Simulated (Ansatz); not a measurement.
**CHFSiZn (SMILES F/[Si-]=[CH]\[Zn]) (charge −1, doublet): density, localisation and related maps**

Input file:

```
crystal:
  periodic: [false, false, false]
  atoms:
    - {symbol: C, position_ang: [-0.207159, -2.729170, -0.757022]}
    - {symbol: F, position_ang: [-1.143600, -0.817575, -2.379638]}
    - {symbol: Si, position_ang: [-1.421059, -1.460659, -0.764943]}
    - {symbol: Zn, position_ang: [0.654903, -2.623138, -2.497403]}
    - {symbol: H, position_ang: [0.025207, -3.436408, 0.050629]}
basis:
  gaussian:
    orbitals: def2-TZVPD
output: {forces: true, orbitals: {seedname: orbitals}}
hamiltonian:
  xc: {name: PBE0}
magnetization:
  spin_polarized: true
  initial_magnetization: 1
total_charge: -1
```

Run with:

```sh
ansatz run input.yaml --threads 2 --pin off --max-ram 4350MiB --events-out events.jsonl --progress --plain --runs-dir runs
```

Geometry: r2SCAN-D4/def2-SVPD.

All numbers below come from isolated molecule in a Gaussian basis; Kohn-Sham density functional theory, functional PBE0 in Ansatz.

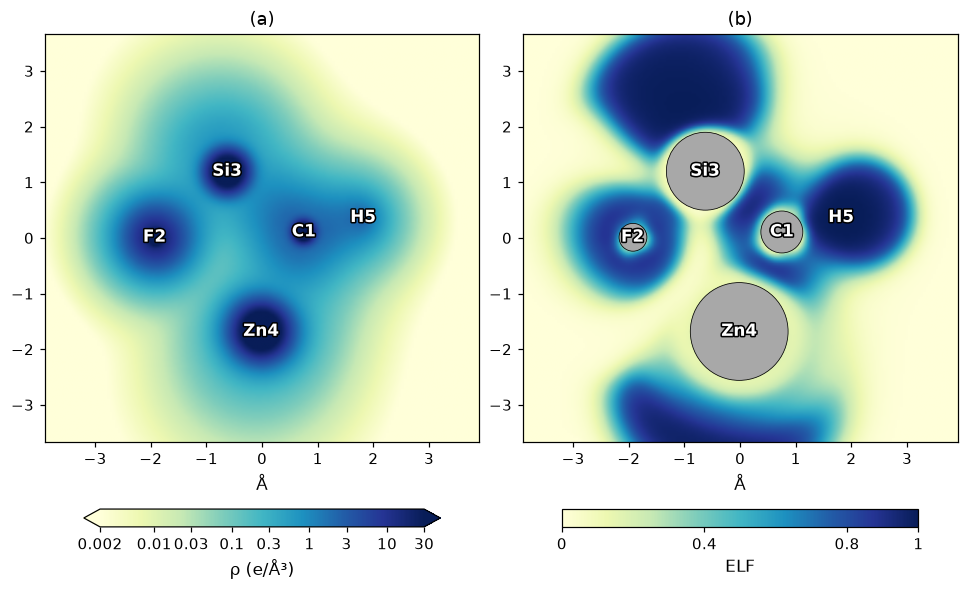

Figure 1. (a) total electron density; (b) ELF on the molecular plane. Grey discs cover the atomic cores in the ELF map.

Q: What does the map show?

A:
- The section cuts through C, F, Si, Zn and H sites.
- C–Si (1.76 Å): ρ is about 1.1 e/Å³ halfway; the ELF peaks at about 0.90 between the atoms, as expected for localised, covalent bonding.
- Si–F (1.76 Å): ρ is about 0.8 e/Å³ halfway; the ELF peaks at about 0.85 in the valence shell of F, 0.5 Å from its nucleus, and is about 0.55 at the midpoint.
- C–Zn (1.95 Å): ρ is about 0.7 e/Å³ halfway; the ELF peaks at about 0.85 in the valence shell of C, 0.7 Å from its nucleus, and is about 0.35 at the midpoint.
- C–H (1.10 Å): ρ at the midpoint is about 1.9 e/Å³; the ELF climbs to about 1 towards the hydrogen, as it does in any bond to H; a covalent bond by its length.
- The ELF also peaks beside F2 and Si3, away from the bonds: non-bonding electrons, paired or unpaired.

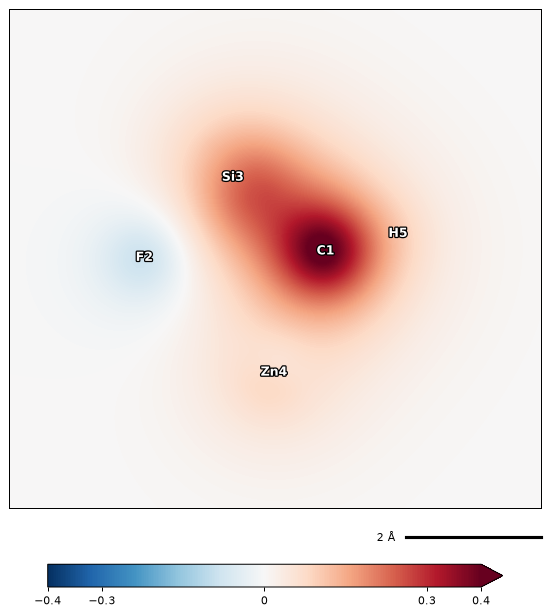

Figure 2. The HOMO−1 (α) on a plane 0.8 Å above the molecular plane (values in Å⁻³ᐟ²; the overall sign is arbitrary).

Q: Describe this orbital and give its energy.

A: Its weight (Hirshfeld) is mainly on C1 (about 50 %), Si3 (about 30 %) and Zn4 (about 10 %); it changes sign across the molecular plane (π type); π-bonding across C1–Si3. Its energy is −1.39 eV.

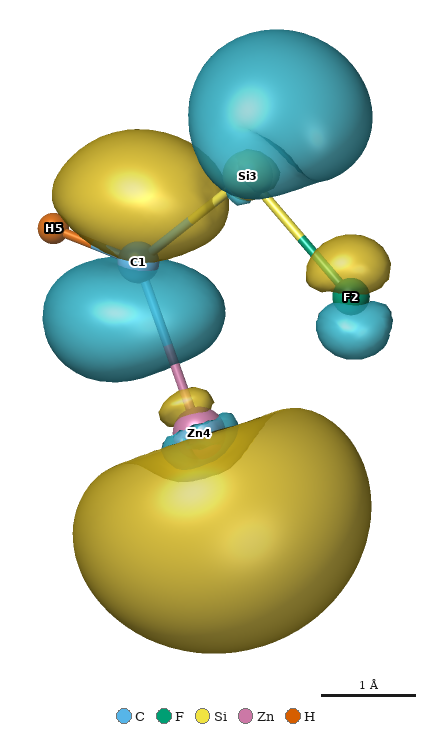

Figure 3. The HOMO (α) at ±0.1 Å⁻³ᐟ² (yellow and cyan are the two phases), seen at a tilt.

Q: Describe this orbital and give its energy.

A: Its weight (Hirshfeld) is mainly on Zn4 (about 60 %), C1 (about 20 %) and Si3 (about 20 %). Its energy is −0.30 eV.
